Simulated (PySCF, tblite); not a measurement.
# C3H2ClF2O radical: geometry, infrared bands and EPR parameters

Aim: predict the infrared bands and EPR parameters of C3H2ClF2O radical (`FC1(F)OC[C]1Cl`).

Computed with tblite 0.8.0 and PySCF 2.14.0, with density-fitted response routines of our own, on a single molecule in the gas phase. Atoms count from 0, in the outputs and in this text.

### Step 1. The molecule as given

9 atoms, charge 0, multiplicity 2; geometry from: force field or distance geometry start.

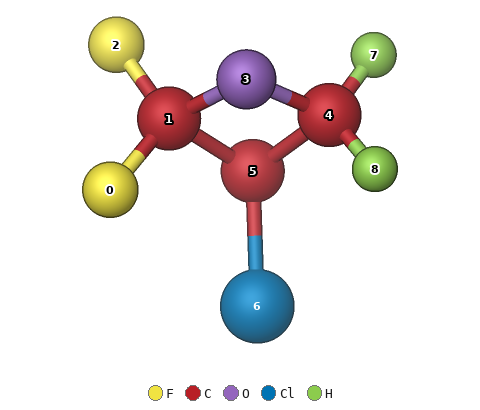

The starting geometry (fluorine yellow, carbon red, oxygen purple, chlorine blue, hydrogen green), atoms numbered.

### Step 2. Relaxing the molecule with GFN2-xTB

Job settings and geometry (Å):

```
{"job": {"kind": "relax", "xc": "GFN2-xTB", "basis": "xTB"}, "charge": 0, "multiplicity": 2}
F      0.271500    -1.776700     0.963800
C     -0.411300    -0.969000     0.075300
F     -1.335900    -1.587100    -0.717100
O     -0.892000     0.167100     0.707100
C     -0.163000     1.098100    -0.025000
C      0.541200    -0.065000    -0.674400
Cl     2.252700    -0.228100    -0.300200
H     -0.759200     1.717100    -0.711700
H      0.509400     1.649500     0.657000
```

Launch:

```
> OMP_NUM_THREADS=1 python probes_run.py task.json out
```

The driver reads the jobs from task.json and runs them one after another.

What it wrote:

```text
step      E/eV     max force
  0    -691.60333    2.610
  1    -691.82728    1.326
  2    -691.93946    0.757
  3    -691.98172    0.692
  4    -692.01823    0.443
  5    -692.03402    0.399
  6    -692.05164    0.357
  7    -692.06320    0.335
  8    -692.07314    0.288
  9    -692.08179    0.299
 10    -692.09234    0.294
 11    -692.10468    0.346
 12    -692.11625    0.306
 13    -692.12302    0.270
 14    -692.12683    0.245
 15    -692.13012    0.178
 16    -692.13239    0.119
 17    -692.13366    0.107
 18    -692.13462    0.130
 19    -692.13586    0.152
 20    -692.13779    0.160
 21    -692.14047    0.164
 22    -692.14300    0.173
 23    -692.14463    0.173
 24    -692.14611    0.157
 25    -692.14785    0.098
 26    -692.14937    0.119
 27    -692.15043    0.111
 28    -692.15138    0.095
 29    -692.15231    0.092
 30    -692.15306    0.103
 31    -692.15379    0.089
 32    -692.15431    0.068
 33    -692.15484    0.064
 34    -692.15523    0.044
 35    -692.15539    0.029
 36    -692.15544    0.021
 37    -692.15549    0.021
 38    -692.15554    0.019
 39    -692.15557    0.012
 40    -692.15558    0.005
```

Wall time 0.15 s (1 thread of Arm Neoverse V2, shared host).

Relaxation path: (not every step is listed)

| step | energy from step 0 (eV) | largest force (eV/Å) |
| --- | --- | --- |
| 0 | 0.0000 | 2.6098 |
| 1 | -0.2239 | 1.3256 |
| 2 | -0.3361 | 0.7567 |
| 3 | -0.3784 | 0.6923 |
| 4 | -0.4149 | 0.4432 |
| 5 | -0.4307 | 0.3987 |
| 6 | -0.4483 | 0.3569 |
| 7 | -0.4599 | 0.3355 |
| 8 | -0.4698 | 0.2879 |
| 10 | -0.4890 | 0.2941 |
| 12 | -0.5129 | 0.3056 |
| 14 | -0.5235 | 0.2449 |
| 16 | -0.5291 | 0.1192 |
| 18 | -0.5313 | 0.1295 |
| 20 | -0.5345 | 0.1600 |
| 22 | -0.5397 | 0.1728 |
| 24 | -0.5428 | 0.1569 |
| 26 | -0.5460 | 0.1189 |
| 28 | -0.5480 | 0.0949 |
| 30 | -0.5497 | 0.1027 |
| 32 | -0.5510 | 0.0683 |
| 34 | -0.5519 | 0.0444 |
| 35 | -0.5521 | 0.0294 |
| 36 | -0.5521 | 0.0212 |
| 37 | -0.5522 | 0.0205 |
| 38 | -0.5522 | 0.0194 |
| 39 | -0.5522 | 0.0122 |
| 40 | -0.5522 | 0.0047 |

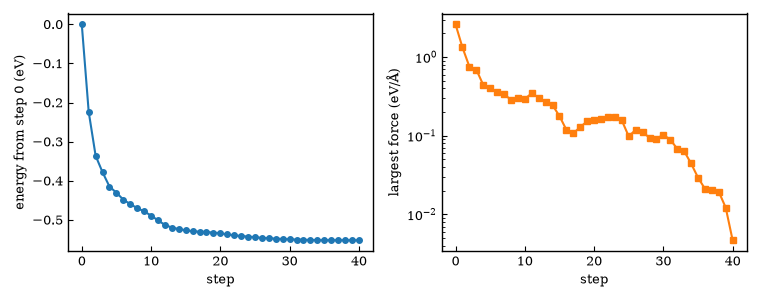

Energy and largest force along the relaxation.

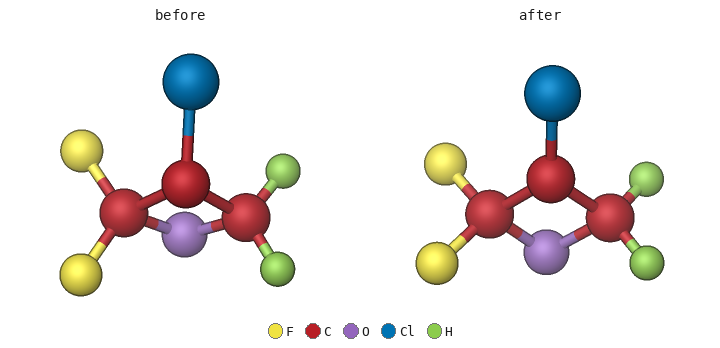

The geometry before (left) and after (right).

Distances of close pairs at the start and the end, largest changes first:

| bond | before (Å) | after (Å) | change (Å) |
| --- | --- | --- | --- |
| C5–Cl6 | 1.760 | 1.668 | -0.092 |
| O3–C4 | 1.391 | 1.443 | +0.052 |
| F0–C1 | 1.381 | 1.356 | -0.025 |
| C1–F2 | 1.366 | 1.348 | -0.018 |
| C1–C5 | 1.512 | 1.496 | -0.016 |
| C4–H8 | 1.105 | 1.096 | -0.009 |
| C4–C5 | 1.507 | 1.498 | -0.008 |
| C4–H7 | 1.100 | 1.094 | -0.006 |

The next job starts from the end point, and lists it.

### Step 3. Harmonic vibrations with GFN2-xTB

Job settings and geometry (Å):

```
{"job": {"kind": "ir", "xc": "GFN2-xTB", "basis": "xTB"}, "charge": 0, "multiplicity": 2}
F      0.033325    -1.731599     1.123583
C     -0.384594    -0.930962     0.112328
F     -1.097962    -1.748099    -0.688045
O     -1.096081     0.168000     0.549284
C     -0.128906     1.106325     0.033586
C      0.640824    -0.049735    -0.528960
Cl     2.275047    -0.275011    -0.772424
H     -0.582804     1.790589    -0.689181
H      0.354713     1.676486     0.834650
```

What it wrote:

```text
mode    cm-1     km/mol
  1      83.5      0.94
  2     143.0      2.76
  3     206.7      2.99
  4     335.9      0.72
  5     424.3     11.70
  6     464.8     11.08
  7     522.8     17.09
  8     596.6     14.12
  9     706.8      5.03
 10     911.7     39.11
 11     999.6    231.43
 12    1014.1     21.65
 13    1024.3    109.88
 14    1056.4     24.66
 15    1081.2    140.15
 16    1153.6    141.54
 17    1199.9     76.60
 18    1265.2     57.27
 19    1426.5     18.19
 20    2895.9      6.23
 21    2933.4      4.94
```

Wall time 0.16 s (1 thread of Arm Neoverse V2, shared host).

The strongest bands and the atoms that carry them (share of the mass-weighted mode):

| cm⁻¹ | km/mol | atoms |
| --- | --- | --- |
| 912 | 39.1 | H7 28 %, H8 24 %, C4 16 %, C1 14 % |
| 1000 | 231.4 | C1 53 %, H8 13 % |
| 1024 | 109.9 | O3 46 %, C4 27 %, C5 10 % |
| 1056 | 24.7 | H8 48 %, H7 31 % |
| 1081 | 140.2 | C1 52 %, C5 16 %, H7 16 % |
| 1154 | 141.5 | C5 39 %, C1 31 %, C4 14 %, O3 11 % |
| 1200 | 76.6 | H7 25 %, C1 23 %, H8 20 %, C4 16 % |
| 1265 | 57.3 | C5 44 %, C1 21 %, C4 17 % |

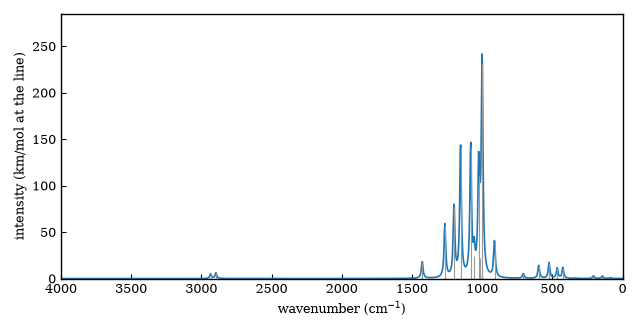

The infrared spectrum from these modes, unscaled. Lines are broadened to a width of 14 cm⁻¹ (Lorentzian).

### Step 4. EPR parameters: B3LYP/pcH-1

Settings changed since step 3:

```diff
@@ -1,2 +1,2 @@
-{"job": {"kind": "ir", "xc": "GFN2-xTB", "basis": "xTB"}, "charge": 0, "multiplicity": 2}
+{"job": {"kind": "epr", "basis": "pcH-1"}, "charge": 0, "multiplicity": 2}
 F      0.033325    -1.731599     1.123583
```

Method: UKS B3LYP, pcH-1 on C Cl F H O, non-relativistic, mean-field spin-orbit, GIAO.

What it wrote:

```text
UKS, coarse grid
  cycle   1  E = -850.40656069  |g| = 6.86e-01
  cycle   2  E = -850.14550673  |g| = 1.14e+00
  cycle   3  E = -850.55528252  |g| = 7.33e-02
  cycle   4  E = -850.55613630  |g| = 6.00e-02
  cycle   5  E = -850.55744201  |g| = 8.22e-03
  cycle   6  E = -850.55746439  |g| = 4.57e-03
  cycle   7  E = -850.55747391  |g| = 1.41e-03
  cycle   8  E = -850.55747632  |g| = 4.88e-04
UKS, final grid
  cycle   1  E = -850.55745908  |g| = 4.64e-04
  cycle   2  E = -850.55745902  |g| = 6.14e-04
  cycle   3  E = -850.55745917  |g| = 9.50e-05
  cycle   4  E = -850.55745918  |g| = 2.79e-05
E = -850.55745918 Eh   <S^2> = 0.7539 (exact 0.7500)
g shifts (ppm)      1          2          3
  rmc          -197       -197       -197
  gc             11         51         30
  oz_so        -424       4961       6397
  total        -610       4814       6230
hyperfine (MHz)  atom isotope    a_iso     a_fc   dipolar eigenvalues
    0   19F      52.27      52.04    -47.63    -42.73     90.36
    1   13C     -25.13     -25.10     -4.53     -0.98      5.52
    2   19F      49.46      49.31    -34.26    -31.90     66.16
    3   17O       0.37       0.32     -9.41      4.36      5.05
    4   13C     -21.94     -21.98     -3.08     -0.14      3.21
    5   13C     187.69     187.20    -78.13    -75.84    153.97
    6  35Cl      10.64      10.68    -34.61    -25.09     59.71
    7    1H      66.74      66.73     -4.73     -4.62      9.35
    8    1H      64.50      64.50     -4.47     -2.62      7.09
```

Run time: 37 s. Hardware: 1 thread of Arm Neoverse V2, shared host; peak memory 0.79 GiB.

Principal g values 2.00171, 2.00713, 2.00855; g(iso) = 2.00580, against 2.00232 for a free electron.

Hyperfine couplings; where a row names several nuclei, a(iso) is their mean (it holds for fast rotation or exchange) and the dipolar term the largest among them:

| nuclei | isotope | a(iso) (MHz) | a(iso) (G, at g = 2.0023) | largest dipolar term (MHz) |
| --- | --- | --- | --- | --- |
| C5 | 13C | 187.7 | 67.0 | 154.0 |
| H7, H8 | 1H | 65.6 | 23.4 | 9.3 |
| F0, F2 | 19F | 50.9 | 18.1 | 90.4 |
| C1 | 13C | -25.1 | -9.0 | 5.5 |
| C4 | 13C | -21.9 | -7.8 | 3.2 |
| Cl6 | 35Cl | 10.6 | 3.8 | 59.7 |
| O3 | 17O | 0.4 | 0.1 | -9.4 |

Mulliken spin populations:

| atom | value (e) |
| --- | --- |
| F0 | 0.02 |
| C1 | -0.02 |
| F2 | 0.01 |
| O3 | 0.02 |
| C4 | -0.06 |
| C5 | 0.86 |
| Cl6 | 0.12 |
| H7 | 0.03 |
| H8 | 0.03 |

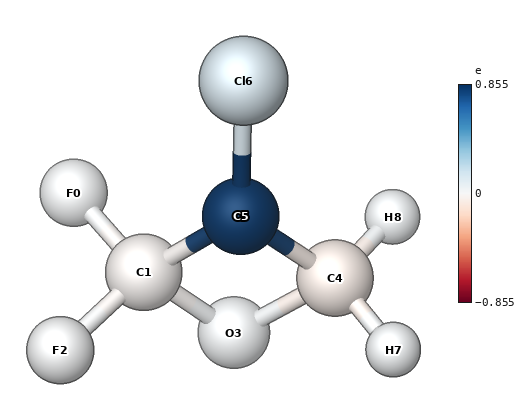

Mulliken spin populations, as colours on the atoms.

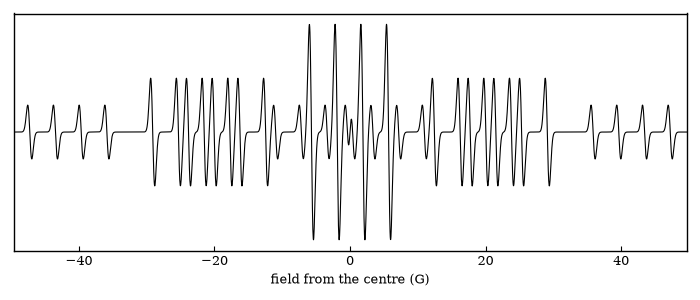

First-order isotropic spectrum (first derivative, main isotopes with spin only, couplings over 0.8 MHz, Gaussian width 0.3 G; couplings of the frozen geometry, rotation of groups not averaged beyond the rows shown).

Orbitals, density, ELF and potential are computed afterwards from the orbital file.

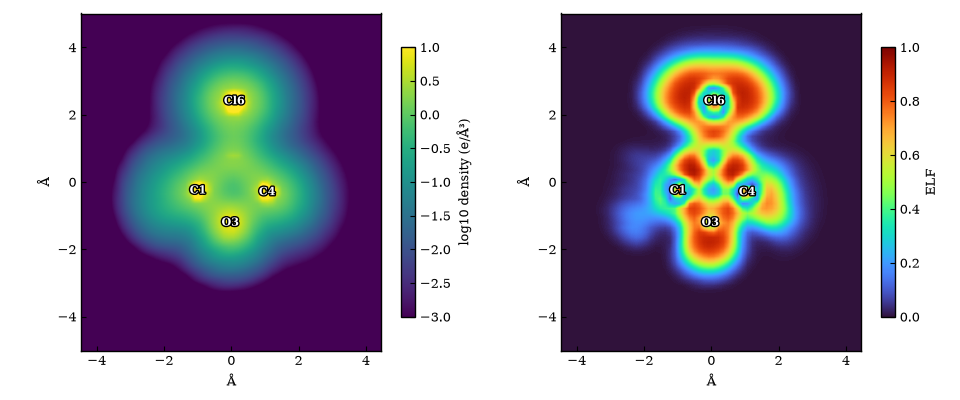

Density (left) and ELF (right) in a plane through or near 4 of the atoms.

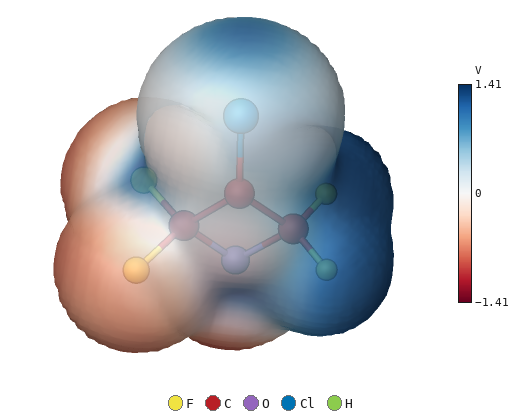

The potential that a unit positive charge feels on the 0.002 e/bohr³ surface, from -1.02 V near O3 to 1.41 V near H8.

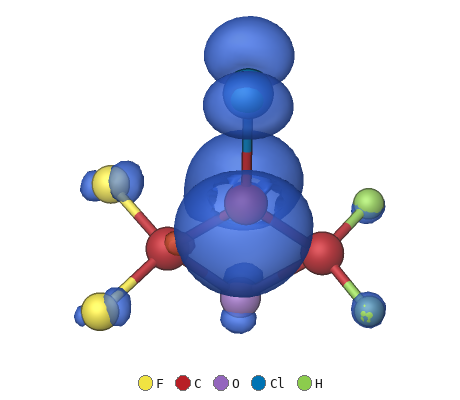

Spin density at ±0.04 e/Å³ (alpha excess blue, beta excess red).

### Step 5. Outcome

```
                                 quantity                  value
strongest single infrared mode (GFN2-xTB)  1000 cm⁻¹, 231 km/mol
             zero-point energy (GFN2-xTB)          29.2 kcal/mol
                           g(iso) (B3LYP)                2.00580
                                     ⟨S²⟩     0.754 (exact 0.75)
       largest a(iso) (averaged by class)   13C on C5, 187.7 MHz
    surface potential, least and greatest     -1.02 V and 1.41 V
```

Relaxing lowered the energy by 0.552 eV in 40 steps; the close pair that moved most is C5–Cl6, from 1.760 to 1.668 Å. All 21 modes are real, so the xTB geometry is a minimum. The strongest single mode, at 1000 cm⁻¹, moves mainly C1. Unscaled tight-binding wavenumbers are off by several per cent, some by more. Its intensities can rank the bands wrongly. C5 carries the largest spin population, 0.86 e. The isotropic g lies 3.5 ppt above the free-electron value.
